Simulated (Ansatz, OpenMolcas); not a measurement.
# How methods differ on BH2F (SMILES BF)

BH2F has 4 atoms, charge 0, and is taken as a singlet. SMILES: `BF`. The coordinates come from a PBE0-D4/def2-TZVP relaxation.

```xyz
4

B    -0.0273   -0.0040   -0.0308
F     1.0612   -0.2967    0.6499
H    -1.0125   -0.6491    0.1862
H     0.0342    0.8896   -0.8256
```

Quantity: the energy change with the B1–H3 bond stretched from 1.197 to 1.377 Å, in eV. The values are calculated.

```
                         level                    kind     program  value (eV)
      PBE/cc-pVTZ (restricted)                     GGA  OpenMolcas        0.25
     PBE0/cc-pVTZ (restricted)           global hybrid  OpenMolcas        0.29
  r2SCAN0/cc-pVTZ (restricted)         hybrid meta-GGA      Ansatz        0.31
CAM-B3LYP/cc-pVTZ (restricted)  range-separated hybrid      Ansatz        0.31
    wB97X/cc-pVTZ (restricted)  range-separated hybrid      Ansatz        0.30
   B2PLYP/cc-pVTZ (restricted)           double hybrid      Ansatz        0.32
      MP2/cc-pVTZ (restricted)     perturbation theory  OpenMolcas        0.32
         CASSCF(12,10)/cc-pVTZ          multireference  OpenMolcas        0.90
```

The first shape isn't each level's own minimum. The values span 0.25 to 0.90 eV.

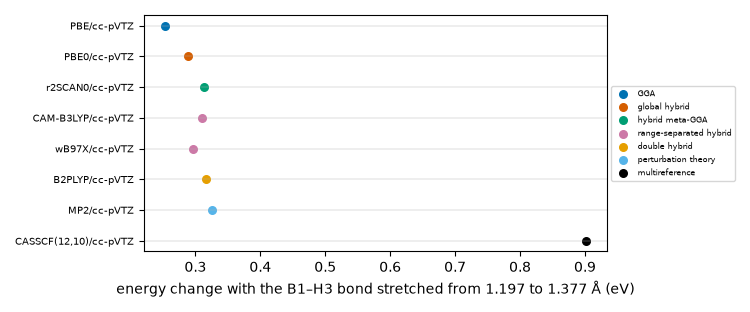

The values of the table, level by level.
